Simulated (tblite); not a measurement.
## Geometry relaxation, with input and output: CH$_{6}$NSi$_{4}$

The run: geometry relaxation of CH$_{6}$NSi$_{4}$, multiplicity 2. Method and program: GFN2-xTB geometry optimisation, gas phase (tblite 0.8.0).

It belongs to a series of runs on one base structure; here: H removed from Si.

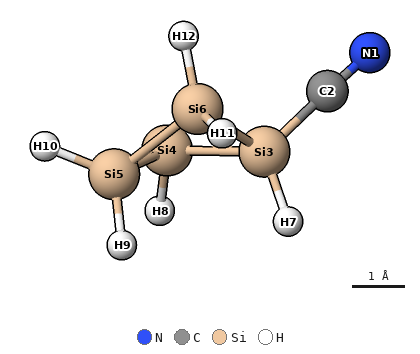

**Figure 1.** The input geometry (ball-and-stick view, seen at a tilt; atoms are numbered from 1 in the order of the input).

### Summary

```tsv
quantity	value
outcome	converged
total energy	−404.7060 eV
hardware	1 CPU thread, shared host
wall time	0.73 s
peak memory	0.18 GiB
```

### The input
```
{"job": {"kind": "relax", "xc": "GFN2-xTB", "basis": "xTB"}, "charge": 0, "multiplicity": 2}
N      2.161700    -3.121200    -0.729600
C      1.465400    -2.298500    -0.283200
Si     0.417600    -1.050600     0.447900
Si    -1.458700    -0.630600    -0.742900
Si    -1.186500     1.483800    -0.039800
Si     1.014000     1.013900    -0.171700
H      0.168800    -1.139300     1.893500
H     -2.682000    -1.159200    -0.117100
H     -1.581600     1.679500     1.337200
H     -1.661300     2.495700    -0.977800
H      1.826400     1.622800     0.885300
H      1.517600     1.103100    -1.527800
```

The first line tells a small driver script what to run in tblite; the rest is the geometry in Å.

Launch command:
```bash
OMP_NUM_THREADS=1 python <driver script> task.json out
```

### Log
```
step      E/eV     max force
  0    -403.67980    3.766
  1    -403.61380    9.650
  2    -403.93977    0.967
  3    -404.00304    0.959
  4    -404.21236    1.181
  5    -404.25349    0.777
  6    -404.32825    0.766
  7    -404.38443    1.222
  8    -404.43451    0.971
  9    -404.45588    0.513
 10    -404.46677    0.299
 11    -404.47508    0.403
 12    -404.48624    0.434
 13    -404.49985    0.428
 14    -404.51436    0.396
 15    -404.52545    0.274
 16    -404.53147    0.178
 17    -404.53589    0.164
 18    -404.54134    0.214
 19    -404.54659    0.175
 20    -404.55121    0.242
 21    -404.55575    0.247
 22    -404.56095    0.235
 23    -404.56625    0.261
 24    -404.57001    0.161
 25    -404.57247    0.138
 26    -404.57531    0.161
 27    -404.58042    0.209
 28    -404.58865    0.320
 29    -404.59696    0.284
 30    -404.60237    0.168
 31    -404.60466    0.157
 32    -404.60603    0.117
 33    -404.60835    0.174
 34    -404.61251    0.264
 35    -404.61851    0.326
 36    -404.62499    0.310
 37    -404.63085    0.251
 38    -404.63642    0.202
 39    -404.64114    0.191
 40    -404.64441    0.138
 41    -404.64773    0.176
 42    -404.65093    0.188
 43    -404.65032    0.447
 44    -404.65563    0.210
 45    -404.65754    0.147
 46    -404.66105    0.140
 47    -404.66462    0.158
 48    -404.66637    0.142
 49    -404.66858    0.103
 50    -404.67053    0.103
 51    -404.67279    0.111
 52    -404.67537    0.201
 53    -404.67846    0.256
 54    -404.68166    0.249
 55    -404.68450    0.180
 56    -404.68671    0.148
 57    -404.68854    0.141
 58    -404.69034    0.110
 59    -404.69203    0.114
 60    -404.69331    0.125
 61    -404.69344    0.377
 62    -404.69452    0.083
 63    -404.69495    0.070
 64    -404.69616    0.090
 65    -404.69676    0.072
 66    -404.69746    0.049
 67    -404.69789    0.053
 68    -404.69808    0.062
 69    -404.69829    0.061
 70    -404.69856    0.050
 71    -404.69900    0.043
 72    -404.69967    0.060
 73    -404.70036    0.059
 74    -404.70078    0.062
 75    -404.70097    0.064
 76    -404.70111    0.057
 77    -404.70132    0.044
 78    -404.70160    0.048
 79    -404.70189    0.050
 80    -404.70217    0.073
 81    -404.70247    0.087
 82    -404.70292    0.091
 83    -404.70361    0.084
 84    -404.70439    0.070
 85    -404.70487    0.055
 86    -404.70507    0.029
 87    -404.70516    0.038
 88    -404.70522    0.027
 89    -404.70530    0.019
 90    -404.70539    0.016
 91    -404.70544    0.023
 92    -404.70557    0.041
 93    -404.70570    0.043
 94    -404.70581    0.028
 95    -404.70585    0.014
 96    -404.70588    0.014
 97    -404.70589    0.019
 98    -404.70591    0.019
 99    -404.70592    0.013
100    -404.70594    0.012
101    -404.70596    0.016
102    -404.70598    0.022
103    -404.70599    0.020
104    -404.70600    0.010
105    -404.70600    0.005
```

### Trajectory as extended XYZ (Å, eV, eV/Å), 9 of the 106 frames kept, from step=0 to step=105
```
12
Properties=species:S:1:pos:R:3:forces:R:3 step=0 energy=-403.67980
N     2.1617   -3.1212   -0.7296   -1.1580   1.4450   0.6290
C     1.4654   -2.2985   -0.2832    2.1740  -2.9240  -0.9530
Si    0.4176   -1.0506    0.4479   -0.2960  -0.5050   1.0410
Si   -1.4587   -0.6306   -0.7429   -1.5700  -1.1180  -0.6460
Si   -1.1865    1.4838   -0.0398   -0.6760   1.5920  -0.6410
Si    1.0140    1.0139   -0.1717    1.3940   1.2970   0.4640
H     0.1688   -1.1393    1.8935    0.2880  -0.3660   0.0060
H    -2.6820   -1.1592   -0.1171   -0.2100  -0.3070  -0.0580
H    -1.5816    1.6795    1.3372   -0.2620   0.3330   0.2640
H    -1.6613    2.4957   -0.9778   -0.2180   0.2630   0.2380
H     1.8264    1.6228    0.8853    0.2590   0.1820  -0.2980
H     1.5176    1.1031   -1.5278    0.2720   0.1070  -0.0480
12
Properties=species:S:1:pos:R:3:forces:R:3 step=13 energy=-404.49985
N     2.2299   -3.2127   -0.7437   -0.2680   0.2140   0.2560
C     1.5175   -2.4719   -0.2237    0.1640  -0.1250  -0.2690
Si    0.4044   -1.1212    0.4129    0.1550  -0.2780   0.1750
Si   -1.6396   -0.6746   -0.6173    0.0370   0.1550  -0.1120
Si   -1.2129    1.6036   -0.1830   -0.3180   0.1220   0.2010
Si    1.0507    1.0759   -0.0709    0.0690   0.0150  -0.1100
H     0.3589   -1.4056    1.8652    0.1290  -0.0910  -0.0710
H    -2.8578   -1.3292   -0.1317   -0.1590  -0.0980   0.0510
H    -1.6938    1.8751    1.1973    0.0380   0.0600  -0.1130
H    -1.8132    2.7061   -0.9390    0.0530  -0.0570  -0.0980
H     1.9874    1.7691    0.7987    0.0400   0.0960   0.1940
H     1.6699    1.1846   -1.3909    0.0610  -0.0120  -0.1050
12
Properties=species:S:1:pos:R:3:forces:R:3 step=26 energy=-404.57531
N     2.1991   -3.2738   -0.7139    0.0310  -0.0790  -0.1090
C     1.4869   -2.4692   -0.3111    0.0250  -0.0150  -0.0870
Si    0.4299   -1.1336    0.4255   -0.0380   0.0650  -0.0350
Si   -1.6609   -0.6387   -0.5112   -0.0710  -0.0360   0.0550
Si   -1.2523    1.6483   -0.1365   -0.0350  -0.1230  -0.0980
Si    1.0228    1.1025   -0.0644    0.0700  -0.0840   0.0730
H     0.5958   -1.6015    1.8141   -0.0180   0.0690   0.1410
H    -2.9006   -1.3698   -0.1555    0.0720   0.0530   0.0000
H    -1.7411    2.0978    1.1780   -0.0110   0.0970   0.0030
H    -1.7833    2.6376   -1.0781   -0.0110  -0.0130  -0.0260
H     1.8870    1.8067    0.8832    0.0140   0.0160   0.0270
H     1.7179    1.1930   -1.3560   -0.0270   0.0490   0.0560
12
Properties=species:S:1:pos:R:3:forces:R:3 step=39 energy=-404.64114
N     2.0116   -3.2850   -1.0135   -0.0720   0.0720   0.0010
C     1.4182   -2.4795   -0.4489    0.0410  -0.0370  -0.0620
Si    0.5072   -1.1508    0.4886   -0.0270   0.0100  -0.1330
Si   -1.6500   -0.6975   -0.3043    0.0090   0.1040   0.0200
Si   -1.2674    1.6086   -0.1330    0.0010   0.0120  -0.0400
Si    1.0232    1.1103    0.0602    0.0210   0.0710  -0.0430
H     0.8066   -1.6441    1.8397    0.0310  -0.0480   0.1820
H    -2.9134   -1.4171   -0.0573    0.0180  -0.0350   0.0680
H    -1.8018    2.4825    0.9353    0.0310  -0.1260   0.0090
H    -1.7146    2.3361   -1.3246   -0.0040   0.0370  -0.1150
H     1.7918    1.7934    1.1084   -0.0150  -0.0270  -0.0270
H     1.7898    1.3424   -1.1767   -0.0350  -0.0330   0.1400
12
Properties=species:S:1:pos:R:3:forces:R:3 step=52 energy=-404.67537
N     1.8386   -3.2014   -1.1972   -0.0510   0.1270   0.0500
C     1.3466   -2.4119   -0.5223    0.0660  -0.1670  -0.0910
Si    0.5174   -1.1392    0.5529    0.0240   0.0010   0.0360
Si   -1.6405   -0.7026   -0.1977   -0.0690   0.0240  -0.0720
Si   -1.2484    1.6050   -0.2425    0.0620  -0.0620  -0.0740
Si    1.0381    1.1143    0.1092   -0.0940   0.0670   0.0810
H     0.8825   -1.6856    1.8762    0.0380  -0.0020   0.0110
H    -2.8587   -1.4666    0.1273    0.0000   0.0310   0.0400
H    -1.8427    2.4646    0.7950   -0.0190   0.0290  -0.0020
H    -1.6710    2.2520   -1.5016    0.0530  -0.0320   0.1050
H     1.7458    1.7746    1.2151   -0.0750   0.0160   0.0040
H     1.8934    1.3962   -1.0403    0.0650  -0.0340  -0.0880
12
Properties=species:S:1:pos:R:3:forces:R:3 step=66 energy=-404.69746
N     1.6557   -3.0734   -1.4202    0.0290   0.0010   0.0000
C     1.2644   -2.3573   -0.6125    0.0170  -0.0120  -0.0150
Si    0.5438   -1.1527    0.6126   -0.0230   0.0060  -0.0180
Si   -1.6356   -0.7447   -0.1432    0.0320  -0.0040   0.0170
Si   -1.2222    1.5554   -0.3274   -0.0270   0.0340   0.0160
Si    1.0264    1.1115    0.1780    0.0080  -0.0040   0.0010
H     1.0570   -1.7340    1.8703   -0.0160  -0.0130  -0.0060
H    -2.8282   -1.4268    0.3922   -0.0370   0.0250   0.0190
H    -1.8833    2.5005    0.5935    0.0130  -0.0270  -0.0300
H    -1.5344    2.1170   -1.6501   -0.0060  -0.0160   0.0050
H     1.5483    1.8187    1.3522    0.0090   0.0120   0.0190
H     2.0092    1.3850   -0.8716    0.0010  -0.0020  -0.0090
12
Properties=species:S:1:pos:R:3:forces:R:3 step=79 energy=-404.70189
N     1.6999   -3.0415   -1.4506    0.0210  -0.0250  -0.0200
C     1.2765   -2.3491   -0.6390    0.0110   0.0440   0.0200
Si    0.5468   -1.1611    0.5996   -0.0220  -0.0120   0.0100
Si   -1.6426   -0.7500   -0.1167   -0.0340   0.0140  -0.0150
Si   -1.2236    1.5441   -0.3392    0.0130  -0.0200   0.0200
Si    1.0256    1.1115    0.1871   -0.0250  -0.0040   0.0230
H     1.0419   -1.7705    1.8494    0.0080  -0.0100   0.0080
H    -2.8572   -1.3455    0.4745    0.0170  -0.0030   0.0140
H    -1.9012    2.4949    0.5584    0.0130   0.0140  -0.0120
H    -1.5234    2.0717   -1.6767   -0.0020   0.0130  -0.0120
H     1.5297    1.8201    1.3713   -0.0050  -0.0220  -0.0110
H     2.0288    1.3746   -0.8443    0.0060   0.0110  -0.0240
12
Properties=species:S:1:pos:R:3:forces:R:3 step=92 energy=-404.70557
N     1.7715   -2.9851   -1.4698   -0.0060   0.0240   0.0150
C     1.3025   -2.3179   -0.6616    0.0100  -0.0320  -0.0230
Si    0.5186   -1.1848    0.5936   -0.0020   0.0110   0.0020
Si   -1.6745   -0.7492   -0.1160   -0.0090  -0.0030   0.0090
Si   -1.2229    1.5397   -0.3576   -0.0030   0.0020   0.0040
Si    1.0126    1.0854    0.1959    0.0000   0.0040  -0.0240
H     1.0221   -1.8129    1.8316   -0.0110   0.0030  -0.0050
H    -2.8519   -1.2859    0.5972    0.0100  -0.0070   0.0010
H    -1.8900    2.5245    0.5100    0.0040  -0.0020  -0.0070
H    -1.5067    2.0416   -1.7098    0.0070   0.0010   0.0070
H     1.5067    1.7716    1.3948    0.0040   0.0110   0.0050
H     2.0132    1.3723   -0.8342   -0.0050  -0.0110   0.0160
12
Properties=species:S:1:pos:R:3:forces:R:3 step=105 energy=-404.70600
N     1.7844   -2.9686   -1.4796   -0.0040   0.0030   0.0020
C     1.3034   -2.3145   -0.6679    0.0050   0.0000  -0.0020
Si    0.5139   -1.1866    0.5893    0.0010   0.0000   0.0000
Si   -1.6817   -0.7491   -0.1090    0.0000  -0.0010   0.0000
Si   -1.2242    1.5385   -0.3591    0.0000   0.0000   0.0000
Si    1.0104    1.0835    0.1956    0.0000   0.0000   0.0020
H     1.0066   -1.8206    1.8275   -0.0010  -0.0020   0.0010
H    -2.8446   -1.2868    0.6261    0.0010   0.0010  -0.0010
H    -1.8899    2.5326    0.4983    0.0010   0.0010  -0.0010
H    -1.4960    2.0350   -1.7154   -0.0020  -0.0010   0.0000
H     1.4997    1.7736    1.3951    0.0000   0.0010   0.0000
H     2.0193    1.3625   -0.8270   -0.0010  -0.0030  -0.0010
```

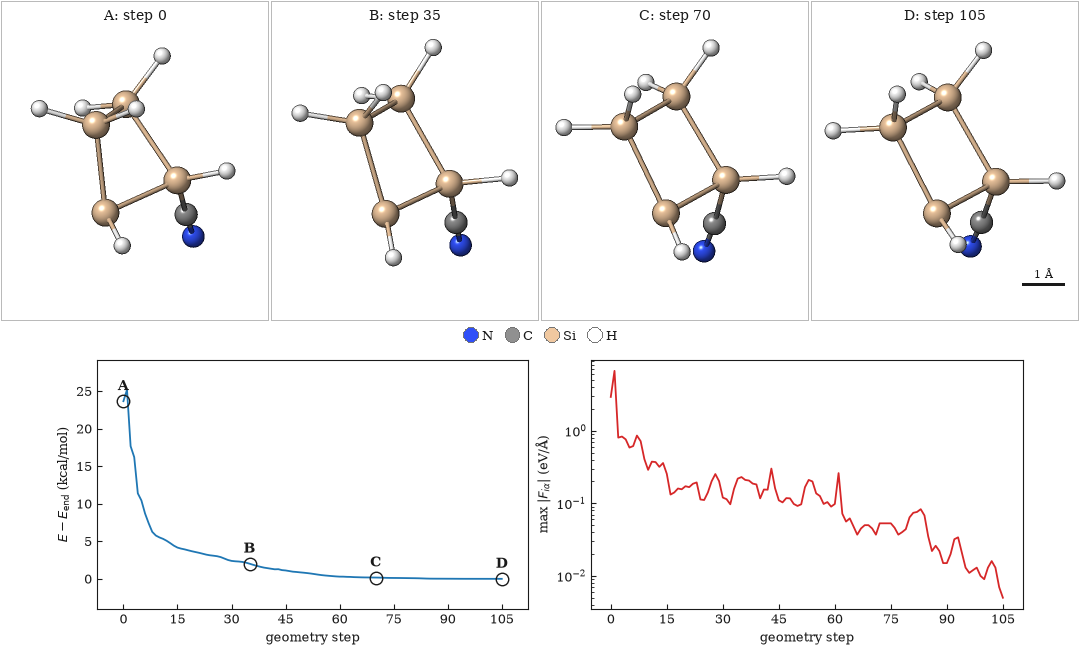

**Figure 2.** Frames of the relaxation (ball-and-stick view, seen at a tilt) above the curves, on which the letters mark them (steps are counted from 0).

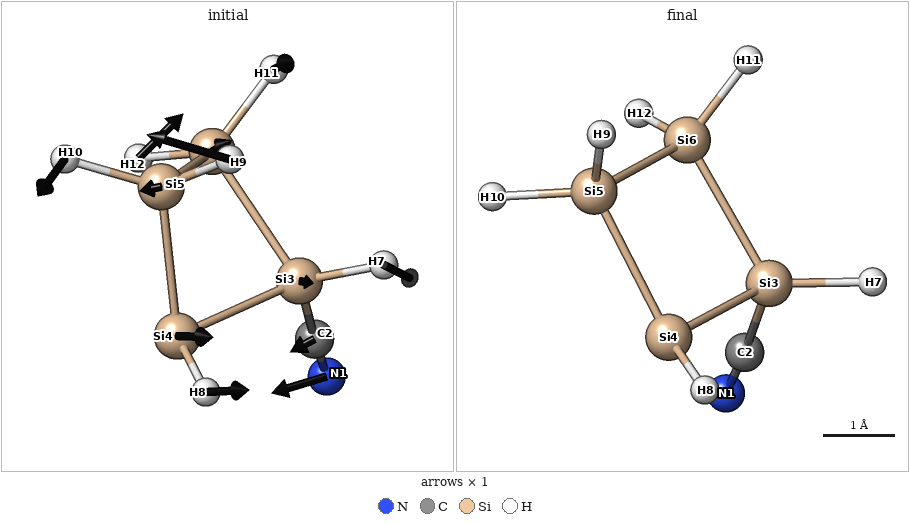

**Figure 3.** Before (left) and after (right) the relaxation, at one scale (ball-and-stick view, seen at a tilt). The black arrows give the displacements, at true length. After 105 geometry steps the energy has fallen by 23.7 kcal/mol. The largest force component goes from 2.9 to 0.005 eV/Å. The atom that moves furthest after the best rigid fit is H9 (1.25 Å). By element the largest moves are H 1.25 Å, N 0.83 Å, Si 0.67 Å, C 0.40 Å. Among the contacts that change: Si3–Si6 2.236 → 2.357 Å, Si4–Si5 2.245 → 2.346 Å, Si5–Si6 2.254 → 2.347 Å, Si3–Si4 2.262 → 2.345 Å. Among the angles that change: C2–Si3–H7 117.4° → 99.5°, Si4–Si3–H7 112.9° → 130.0°, Si5–Si4–H8 107.8° → 124.2°. (Atoms are counted from 1 in the order of the input.)
